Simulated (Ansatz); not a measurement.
**A scaling study of G0W0 on CsCaF3 (Pm-3m)**

Wanted: scaling of time and memory of G0W0 for CsCaF3 (Pm-3m), at one physical accuracy.

Calculated with Ansatz 0.2.0; G0W0 on r2SCAN, plane waves, PAW.

**1. Set-up**

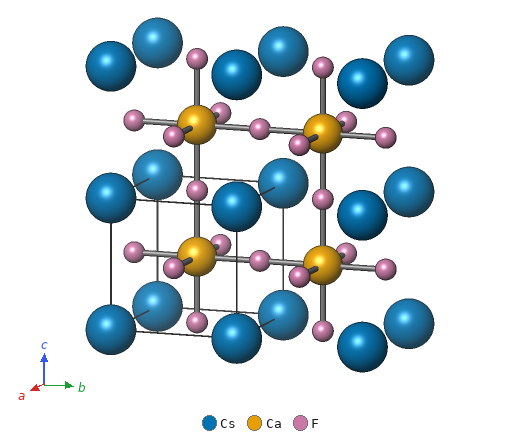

The starting structure, seen slightly off an axis (caesium blue, calcium orange, fluorine pink). 1×2×2 cells are drawn. Some periodic images of atoms are drawn too.

The cell and positions are those that the Materials Project relaxed with its own functionals (PBE, PBE+U or r2SCAN), kept fixed. Spin-orbit coupling is left out unless a step names it. The default PAW set here is soft_2. Its files were made with PBE.

**2. 5 atoms (1×1×1 cells), 2×2×2 mesh**

G0W0 replaces the xc potential by the self-energy, built once from these orbitals. Only a window of levels is corrected, while the sums run over the empty bands that the input names.

The input, input.yaml:

```yaml
crystal:
  lattice:
    - [4.52053103, 0.0, 0.0]
    - [0.0, 4.52053103, 0.0]
    - [0.0, 0.0, 4.52053103]
  atoms:
    - { symbol: Cs, position: [0.0, 0.0, 0.0] }
    - { symbol: Ca, position: [0.5, 0.5, 0.5] }
    - { symbol: F, position: [0.0, 0.5, 0.5] }
    - { symbol: F, position: [0.5, 0.0, 0.5] }
    - { symbol: F, position: [0.5, 0.5, 0.0] }
kpoints:
  mp_grid: { grid: [2, 2, 2] }
hamiltonian:
  xc: r2scan
scf:
  occupations: { method: fixed }
gw:
  n_empty_bands: 97
  ecut_chi: 60.0
  qp_bands: [v1, c1]
  qp_kpoints: band_edges
  screening: { model: contour_deformation }
```

Launch:

```sh
$ ansatz run input.yaml --threads 16 --pin off --max-ram 36864MiB --backend cpu --events-out ev --progress --plain --runs-dir out
```

Numbers of over 12 decimals in the logs are rounded to 6 here.

What it wrote:

```text
Engine: ansatz 0.2.0, aarch64-unknown-linux-gnu
Pseudopotentials: kind: paw
Pseudopotential: Cs, paw, valence charge 9, recommended cutoff 500 eV (meta_gga), Cs.paw.azcp
Pseudopotential: Ca, paw, valence charge 10, recommended cutoff 500 eV (meta_gga), Ca.paw.azcp
Pseudopotential: F, paw, valence charge 7, recommended cutoff 500 eV (meta_gga), F.paw.azcp
Functional definition: r2SCAN
  parameter k0 = 0.174
  parameter k1 = 0.065
  parameter a1 = 4.9479
  exchange = r2scan_x(k0 = k0, k1 = k1, a1 = a1)
  correlation = r2scan_c
Crystal: 5 atoms, lattice volume = 92.378 Å³
Basis set: ecut = 500 eV, 2325 PW (Γ), exchange–correlation on 144×144×144 points (64 copies of the dense FFT grid, shifted against one another)
Bands: 25, of which v1, the nominal top of the filled ones, is band 20 counted from 1 (19 counted from 0)
Symmetry: 48 space group operations
Space group: Pm-3m (ITA 221), of the structure as read, at distance tolerance 4.5e-5 Å
k-points: 4 of 8
Non-local potential: Cs, projectors of the file, l = 0: 3, l = 1: 2, l = 2: 2, l = 3: 2
Non-local potential: Ca, projectors of the file, l = 0: 3, l = 1: 2, l = 2: 2
Non-local potential: F, projectors of the file, l = 0: 2, l = 1: 2, l = 2: 1
PAW form: soft (Blöchl's): semilocal exchange-correlation on the pseudo side does not see the compensation charge
PAW frozen core: Cs, regenerated for the run's functional (the file was generated under x = pbe(κ = 0.804, μ = 0.219515), c = pbe(β = 0.066725))
PAW frozen core: Ca, regenerated for the run's functional (the file was generated under x = pbe(κ = 0.804, μ = 0.219515), c = pbe(β = 0.066725))
PAW frozen core: F, regenerated for the run's functional (the file was generated under x = pbe(κ = 0.804, μ = 0.219515), c = pbe(β = 0.066725))
PAW one-centre angular grid: Cs, 302 points (default); XC on 160 Gauss nodes
PAW one-centre angular grid: Ca, 302 points (default); XC on 160 Gauss nodes
PAW one-centre angular grid: F, 302 points (default); XC on 160 Gauss nodes
Initial density: superposition of atomic densities (neutral atoms: chi_scale 0, normalization atom), corrected by the library's trained network
Initial wavefunctions: pseudopotential atomic-orbital guess
Functional: x = r2scan, c = r2scan; τ floored in thin density (d = 2e-4 eV/Å³)
SCF iter   1: F=—  HF=-9946.699312 eV  |F-HF|=—  |Δ(HF+E_count)|=         —  Δρ=8.65e-3  dr2=7.17e-2  dr2_τ=9.56e-2  ethr=1.77e-3  ⟨swp⟩=5.0  Hψ=407  notcnv=0  defer=10
preconditioner: auto → Resta (q_TF=auto, 2.373 Å⁻¹)  ε∞=2.8  [insulator: Δε(μ)=8.323 eV  Ē_g=17.971 eV  n_scr=18 (ndim 8)  ℏωp=23.8 eV  f_vac=0.027  ε∞_Penn≈2.8]
SCF iter   2: F=—  HF=-9946.808860 eV  |F-HF|=—  |Δ(HF+E_count)|=   1.10e-1  Δρ=3.81e-3  dr2=7.02e-3  dr2_τ=1.41e-3  ethr=1.79e-4  ⟨swp⟩=2.5  Hψ=226  notcnv=0  defer=8
SCF iter   3: F=—  HF=-9946.807022 eV  |F-HF|=—  |Δ(HF+E_count)|=   1.84e-3  Δρ=1.42e-3  dr2=1.40e-3  dr2_τ=1.67e-4  ethr=1.76e-5  ⟨swp⟩=2.5  Hψ=158  notcnv=0  defer=9
SCF iter   4: F=—  HF=-9946.806577 eV  |F-HF|=—  |Δ(HF+E_count)|=   4.45e-4  Δρ=3.13e-4  dr2=4.24e-5  dr2_τ=9.45e-6  ethr=3.50e-6  ⟨swp⟩=2.2  Hψ=169  notcnv=0  defer=9
SCF iter   5: F=—  HF=-9946.806590 eV  |F-HF|=—  |Δ(HF+E_count)|=   1.32e-5  Δρ=4.59e-5  dr2=1.93e-6  dr2_τ=1.62e-7  ethr=1.06e-7  ⟨swp⟩=2.0  Hψ=164  notcnv=0  defer=9
SCF iter   6: F=—  HF=-9946.806590 eV  |F-HF|=—  |Δ(HF+E_count)|=   3.04e-7  Δρ=1.61e-5  dr2=2.41e-7  dr2_τ=2.14e-8  ethr=4.83e-9  ⟨swp⟩=2.0  Hψ=176  notcnv=0  defer=8
SCF iter   7: F=-9946.806590 eV  HF=-9946.806590 eV  |F-HF|=1.02e-8  |Δ(HF+E_count)|=   3.66e-9  Δρ=3.65e-6  dr2=1.33e-8  dr2_τ=3.86e-10  ethr=2.50e-10  ⟨swp⟩=11.5  Hψ=528  notcnv=0
SCF 1 converged in 7 iterations: F = -9946.806590 eV  dr2 = 1.33e-8
[...]
NSCF: frozen V_eff on 4 k-points
G₀W₀ screening: q 1/4
[... further progress lines ...]
SCF converged after 7 iterations
Free energy (F): -9946.806590 eV
Harris-Foulkes:  -9946.806590 eV  (|F-HF|=1.02e-8)
Internal energy: -9946.806590 eV  (E = F + TS)
E sigma→0 (E₀):  -9946.806590 eV
Fermi energy:    2.133376 eV
--- Per-component energies (eV) ---
  E_band       = -284.097731
  E_kinetic    = 1048.828322
  E_local      = -2885.479581  (includes V_loc(G=0)·N_el)
  E_nonlocal   = 310.460449
  E_hartree    = 1086.196184
  E_xc         = -540.896184
  E_vxc        = -686.081308  (∫ρ·V_xc dr)
  E_paw        = -6565.897205  (= ΣΔE_a)
  E_vpaw       = -288.810140  (= ΣTr[D̂ρ^β])
  E_aug_tail   = 0.003196  (compensation charges beyond the density's cutoff)
  E_vtau       = 44.584649  (kinetic-family band-sum trace: ∫τ·v_τ [+ j·A + Jᵃ·Aᵃ] dr)
  E_ewald      = -2399.756811
  E_core_change = -0.264961  (= ΣΔE_core)
  E_smearing   = -0.000000  (= −TS)
  E_closure    = 0.000000  (closes the sum)
  Σ components = -9946.806590   (vs F -9946.806590, Δ=0.00e0)
--- Band table (eV) ---
  k-point 0: bands = [... 16 lower, 1.7514, 2.1116, 2.1116, 2.1116, 10.1530, 10.9679, 10.9679, 11.4395, ... 1 higher]
  k-point 1: bands = [... 16 lower, 1.7566, 1.7566, 1.8943, 1.8943, 11.6893, 11.8888, 11.9293, 12.5154, ... 1 higher]
  k-point 2: bands = [... 16 lower, 1.6519, 1.9574, 1.9574, 2.1234, 11.7124, 12.0066, 12.0066, 12.1999, ... 1 higher]
  k-point 3: bands = [... 16 lower, 1.6742, 2.1334, 2.1334, 2.1334, 11.8651, 11.8651, 11.8651, 13.0511, ... 1 higher]
--- G₀W₀: contour deformation, 5 samples at zero and on the imaginary axis and 1 off it, 8 q-points, 97 empty bands' worth ---
  eigenvalues of the whole cell's RPA ε∞ on this k-mesh (on a slab, of 1 + 4πα/V) = 2.1961, 2.1961, 2.1961; static W/v taken at q = 0 is 0.455358
  gw.qp_kpoints: band_edges: 4 of 4 stored k-points solved, in 1 pass; an edge of the gap read off the rows below is read off those points alone
    ik  band        ε_KS         Σx   Σc(E_QP)       V_xc       Z   E_QP_lin       E_QP  E_QP is
     0    20      2.1116   -31.1219     5.2556   -24.1600  0.8057     0.3752     0.4054  root
     0    21     10.1530    -5.5645    -3.2541    -9.7787  0.8853    11.1178    11.1131  root
     1    20      1.8943   -31.3291     5.3855   -24.1931  0.8033     0.1112     0.1439  root
     1    21     11.6893    -6.3777    -3.0685   -10.6945  0.8782    12.9464    12.9377  root
     2    20      2.1234   -31.2128     5.3915   -24.0833  0.8019     0.3529     0.3854  root
     2    21     11.7124    -6.6370    -3.2188   -11.4139  0.8780    13.2842    13.2705  root
     3    20      2.1334   -31.2599     5.3969   -24.1216  0.8018     0.3594     0.3921  root
     3    21     11.8651    -5.4815    -3.1740    -9.9881  0.8815    13.2074    13.1977  root
```

It took 1.4 s on 16 threads of Arm Neoverse V2, shared host; peak memory 0.6 GiB; 12 s of CPU time.

The column dr2 measures how far the density is from self-consistency, as an energy; F and HF (Harris–Foulkes) agree once it is small.

This step gave:

| Item | Value |
| --- | --- |
| bands summed | 117 |
| RPA ε∞ on this mesh (eigenvalues) | 2.196, 2.196, 2.196 |
| plane waves in the screening matrix | 93 |
| q-points in the mesh | 8 |
| G0W0 gap on the mesh | 10.71 eV |
| k of the valence top | 0, 0, 0 |
| k of the conduction bottom | 0, 0, 0 |
| starting gap on the mesh | 8.020 eV |
| Z at the valence top | 0.8057 |
| Z at the conduction bottom | 0.8853 |
| least direct G0W0 gap on the computed points | 10.71 eV |

The gap on the mesh goes from 8.02 eV to 10.71 eV, a correction of +2.69 eV, though a band edge has moved to another state.

**3. No symmetry, 2×2×2 mesh**

input.yaml: that of step 2 with these lines changed.

```diff
@@ -11,2 +11,3 @@
     - { symbol: F, position: [0.5, 0.5, 0.0] }
+  symmetry: { detect: false }
 kpoints:
```

What it wrote:

```text
[...]
Crystal: 5 atoms, lattice volume = 92.378 Å³
Basis set: ecut = 500 eV, 2325 PW (Γ), exchange–correlation on 144×144×144 points (64 copies of the dense FFT grid, shifted against one another)
Bands: 25, of which v1, the nominal top of the filled ones, is band 20 counted from 1 (19 counted from 0)
Symmetry: 1 space group operations
k-points: 8
[...]
3    21     11.7124    -6.6370    -3.2188   -11.4139  0.8780    13.2841    13.2704  root
[...]
6    20      2.1235   -31.2128     5.3915   -24.0833  0.8019     0.3531     0.3856  root
     6    21     11.7124    -6.6370    -3.2188   -11.4139  0.8780    13.2841    13.2704  root
     7    20      2.1335   -31.2598     5.3969   -24.1216  0.8018     0.3596     0.3923  root
     7    21     11.8651    -5.4815    -3.1740    -9.9881  0.8815    13.2074    13.1977  root
[key lines of the parts left out:]
SCF converged after 7 iterations
Free energy (F): -9946.806590 eV
Fermi energy:    2.133522 eV
```

The job ended after 2.4 s (16 threads; peak memory 0.78 GiB).

Numbers from this step:

```
bands summed                                 : 117
RPA ε∞ on this mesh (eigenvalues)            : 2.196, 2.196, 2.196
plane waves in the screening matrix          : 93
G0W0 gap on the mesh                         : 10.71 eV
k of the valence top                         : 0, 0, 0
k of the conduction bottom                   : 0, 0, 0
starting gap on the mesh                     : 8.020 eV
least direct G0W0 gap on the computed points : 10.71 eV
```

Against the run with 2×2×2 mesh, 97 empty bands, screening to 60 eV, the gap moves by −0.0002 eV.

**4. 1 thread, 2×2×2 mesh**

input.yaml: that of step 3 with these lines changed.

```diff
@@ -11,3 +11,2 @@
     - { symbol: F, position: [0.5, 0.5, 0.0] }
-  symmetry: { detect: false }
 kpoints:
```

Launch:

```sh
$ ansatz run input.yaml --threads 1 --pin off --max-ram 36864MiB --backend cpu --events-out ev --progress --plain --runs-dir out
```

What it wrote:

```text
[...]
Crystal: 5 atoms, lattice volume = 92.378 Å³
Basis set: ecut = 500 eV, 2325 PW (Γ), exchange–correlation on 144×144×144 points (64 copies of the dense FFT grid, shifted against one another)
Bands: 25, of which v1, the nominal top of the filled ones, is band 20 counted from 1 (19 counted from 0)
Symmetry: 48 space group operations
[...]
k-points: 4 of 8
[...]
1    20      1.8943   -31.3291     5.3855   -24.1931  0.8033     0.1112     0.1439  root
     1    21     11.6893    -6.3777    -3.0685   -10.6945  0.8782    12.9464    12.9377  root
     2    20      2.1234   -31.2128     5.3915   -24.0833  0.8019     0.3529     0.3854  root
     2    21     11.7124    -6.6370    -3.2188   -11.4139  0.8780    13.2842    13.2705  root
     3    20      2.1334   -31.2599     5.3969   -24.1216  0.8018     0.3594     0.3921  root
     3    21     11.8651    -5.4815    -3.1740    -9.9881  0.8815    13.2074    13.1977  root
[key lines of the parts left out:]
SCF converged after 7 iterations
Free energy (F): -9946.806590 eV
Fermi energy:    2.133376 eV
```

Elapsed: 8.1 s, on 1 thread; peak memory 0.45 GiB.

Numbers from this step:

- bands summed: 117
- RPA ε∞ on this mesh (eigenvalues): 2.196, 2.196, 2.196
- plane waves in the screening matrix: 93
- G0W0 gap on the mesh: 10.71 eV
- k of the valence top: 0, 0, 0
- k of the conduction bottom: 0, 0, 0
- starting gap on the mesh: 8.020 eV
- least direct G0W0 gap on the computed points: 10.71 eV

Against the run with 2×2×2 mesh, 97 empty bands, screening to 60 eV, the gap moves by +0.000 eV.

**5. 2 threads, 2×2×2 mesh**

input.yaml is that of step 4.

Launch:

```sh
$ ansatz run input.yaml --threads 2 --pin off --max-ram 36864MiB --backend cpu --events-out ev --progress --plain --runs-dir out
```

What it wrote:

```text
[...]
Crystal: 5 atoms, lattice volume = 92.378 Å³
Basis set: ecut = 500 eV, 2325 PW (Γ), exchange–correlation on 144×144×144 points (64 copies of the dense FFT grid, shifted against one another)
Bands: 25, of which v1, the nominal top of the filled ones, is band 20 counted from 1 (19 counted from 0)
Symmetry: 48 space group operations
[...]
k-points: 4 of 8
[...]
1    20      1.8943   -31.3291     5.3855   -24.1931  0.8033     0.1112     0.1439  root
     1    21     11.6893    -6.3777    -3.0685   -10.6945  0.8782    12.9464    12.9377  root
     2    20      2.1234   -31.2128     5.3915   -24.0833  0.8019     0.3529     0.3854  root
     2    21     11.7124    -6.6370    -3.2188   -11.4139  0.8780    13.2842    13.2705  root
     3    20      2.1334   -31.2599     5.3969   -24.1216  0.8018     0.3594     0.3921  root
     3    21     11.8651    -5.4815    -3.1740    -9.9881  0.8815    13.2074    13.1977  root
[key lines of the parts left out:]
SCF converged after 7 iterations
Free energy (F): -9946.806590 eV
Fermi energy:    2.133376 eV
```

The job ended after 4.8 s (2 threads; peak memory 0.49 GiB; 8.8 s of CPU time).

(Unchanged from step 3.)

Against the run with 2×2×2 mesh, 97 empty bands, screening to 60 eV, the gap moves by +0.000 eV.

**6. 4 threads, 2×2×2 mesh**

input.yaml is that of step 5.

Launch:

```sh
$ ansatz run input.yaml --threads 4 --pin off --max-ram 36864MiB --backend cpu --events-out ev --progress --plain --runs-dir out
```

What it wrote:

```text
[...]
Crystal: 5 atoms, lattice volume = 92.378 Å³
Basis set: ecut = 500 eV, 2325 PW (Γ), exchange–correlation on 144×144×144 points (64 copies of the dense FFT grid, shifted against one another)
Bands: 25, of which v1, the nominal top of the filled ones, is band 20 counted from 1 (19 counted from 0)
Symmetry: 48 space group operations
[...]
k-points: 4 of 8
[...]
1    20      1.8943   -31.3291     5.3855   -24.1931  0.8033     0.1112     0.1439  root
     1    21     11.6893    -6.3777    -3.0685   -10.6945  0.8782    12.9464    12.9377  root
     2    20      2.1234   -31.2128     5.3915   -24.0833  0.8019     0.3529     0.3854  root
     2    21     11.7124    -6.6370    -3.2188   -11.4139  0.8780    13.2842    13.2705  root
     3    20      2.1334   -31.2599     5.3969   -24.1216  0.8018     0.3594     0.3921  root
     3    21     11.8651    -5.4815    -3.1740    -9.9881  0.8815    13.2074    13.1977  root
[key lines of the parts left out:]
SCF converged after 7 iterations
Free energy (F): -9946.806590 eV
Fermi energy:    2.133376 eV
```

Elapsed: 2.5 s, on 4 threads; peak memory 0.59 GiB; 8.5 s of CPU time.

(Unchanged from step 3.)

Against the run with 2×2×2 mesh, 97 empty bands, screening to 60 eV, the gap moves by +0.000 eV.

**7. 8 threads, 2×2×2 mesh**

input.yaml is that of step 6.

Launch:

```sh
$ ansatz run input.yaml --threads 8 --pin off --max-ram 36864MiB --backend cpu --events-out ev --progress --plain --runs-dir out
```

What it wrote:

```text
[...]
Crystal: 5 atoms, lattice volume = 92.378 Å³
Basis set: ecut = 500 eV, 2325 PW (Γ), exchange–correlation on 144×144×144 points (64 copies of the dense FFT grid, shifted against one another)
Bands: 25, of which v1, the nominal top of the filled ones, is band 20 counted from 1 (19 counted from 0)
Symmetry: 48 space group operations
[...]
k-points: 4 of 8
[...]
1    20      1.8943   -31.3291     5.3855   -24.1931  0.8033     0.1112     0.1439  root
     1    21     11.6893    -6.3777    -3.0685   -10.6945  0.8782    12.9464    12.9377  root
     2    20      2.1234   -31.2128     5.3915   -24.0833  0.8019     0.3529     0.3854  root
     2    21     11.7124    -6.6370    -3.2188   -11.4139  0.8780    13.2842    13.2705  root
     3    20      2.1334   -31.2599     5.3969   -24.1216  0.8018     0.3594     0.3921  root
     3    21     11.8651    -5.4815    -3.1740    -9.9881  0.8815    13.2074    13.1977  root
[key lines of the parts left out:]
SCF converged after 7 iterations
Free energy (F): -9946.806590 eV
Fermi energy:    2.133376 eV
```

It took 1.7 s on 8 threads; peak memory 0.59 GiB.

(Unchanged from step 3.)

Against the run with 2×2×2 mesh, 97 empty bands, screening to 60 eV, the gap moves by +0.000 eV.

**8. 10 atoms (2×1×1 cells), 1×2×2 mesh**

The input, input.yaml:

```yaml
crystal:
  lattice:
    - [9.04106206, 0.0, 0.0]
    - [0.0, 4.52053103, 0.0]
    - [0.0, 0.0, 4.52053103]
  atoms:
    - { symbol: Cs, position: [0.0, 0.0, 0.0] }
    - { symbol: Ca, position: [0.25, 0.5, 0.5] }
    - { symbol: F, position: [0.0, 0.5, 0.5] }
    - { symbol: F, position: [0.25, 0.0, 0.5] }
    - { symbol: F, position: [0.25, 0.5, 0.0] }
    - { symbol: Cs, position: [0.5, 0.0, 0.0] }
    - { symbol: Ca, position: [0.75, 0.5, 0.5] }
    - { symbol: F, position: [0.5, 0.5, 0.5] }
    - { symbol: F, position: [0.75, 0.0, 0.5] }
    - { symbol: F, position: [0.75, 0.5, 0.0] }
kpoints:
  mp_grid: { grid: [1, 2, 2] }
hamiltonian:
  xc: r2scan
scf:
  occupations: { method: fixed }
gw:
  n_empty_bands: 194
  ecut_chi: 60.0
  qp_bands: [v1, c1]
  qp_kpoints: band_edges
  screening: { model: contour_deformation }
```

Launch:

```sh
$ ansatz run input.yaml --threads 16 --pin off --max-ram 36864MiB --backend cpu --events-out ev --progress --plain --runs-dir out
```

What it wrote:

```text
[...]
Crystal: 10 atoms, lattice volume = 184.756 Å³
Basis set: ecut = 500 eV, 4685 PW (Γ), exchange–correlation on 288×144×144 points (64 copies of the dense FFT grid, shifted against one another)
Bands: 50, of which v1, the nominal top of the filled ones, is band 40 counted from 1 (39 counted from 0)
Symmetry: 32 space group operations
[...]
k-points: 3 of 4
[...]
0    40      2.1116   -31.1219     5.2562   -24.1600  0.8057     0.3757     0.4059  root
     0    41     10.1530    -5.5645    -3.2526    -9.7787  0.8853    11.1194    11.1146  root
     1    40      2.1233   -31.2129     5.3908   -24.0833  0.8018     0.3520     0.3846  root
     1    41     11.6893    -6.3777    -3.0681   -10.6945  0.8782    12.9468    12.9381  root
     2    40      2.1333   -31.2599     5.3964   -24.1216  0.8018     0.3588     0.3915  root
     2    41     11.7124    -6.6370    -3.2181   -11.4139  0.8780    13.2849    13.2712  root
[key lines of the parts left out:]
SCF converged after 8 iterations
Free energy (F): -19893.613180 eV
Fermi energy:    2.133304 eV
```

Elapsed: 3.9 s, on 16 threads; peak memory 1.2 GiB.

This step gave:

```yaml
bands_summed: 234
rpa_eps_infinity_on_this_mesh_eigenvalues: 2.196, 2.196, 2.196
plane_waves_in_the_screening_matrix: 187
g0w0_gap_on_the_mesh: 10.71 eV
k_of_the_valence_top: 0, 0, 0
k_of_the_conduction_bottom: 0, 0, 0
starting_gap_on_the_mesh: 8.020 eV
least_direct_g0w0_gap_on_the_computed_points: 10.71 eV
```

The gap on the mesh goes from 8.02 eV to 10.71 eV, a correction of +2.69 eV, though a band edge has moved to another state.

(Part 1 of 2 ends here.)

[Paths, hosts, dates, memory and timing lines, banners, echoed tables and standing remarks are left out of the program output.]

[Logs are printed without paths, hosts, clocks, repeated set-up lines and the standing remarks that a program may print on its own settings, such as how far it seeks lower states.]

[Runs of the session that timed out or met a known fault of the program may be left out.]

[Cells called generated may have been cut or substituted from an entry of the Crystallography Open Database or the Materials Project.]

[Hosts, paths, dates, database ids (printed as entryN), source tags and the programs' standing remarks are cut or masked in the printed files.]
